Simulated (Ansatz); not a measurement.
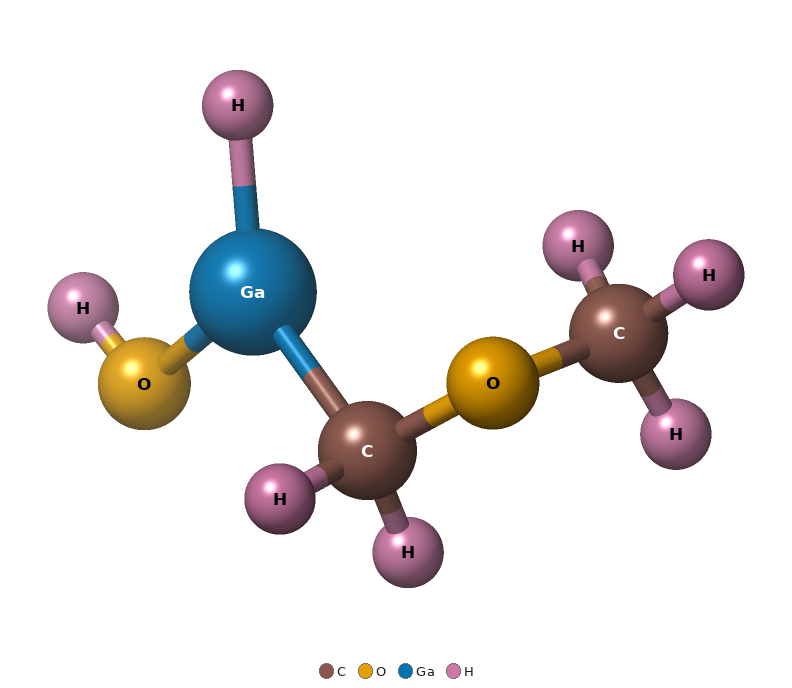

The geometry was computed by an optimisation with PBE-D4/def2-SVP. No frequency run is at hand to confirm it as a minimum. Properties computed with RKS PBE-D4/def2-SVP (Ansatz 0.2.0).

Q: What is the dispersion correction?

A: −21.7 kJ/mol.

Q: Estimate the dipole moment.

A: 1.01 D.
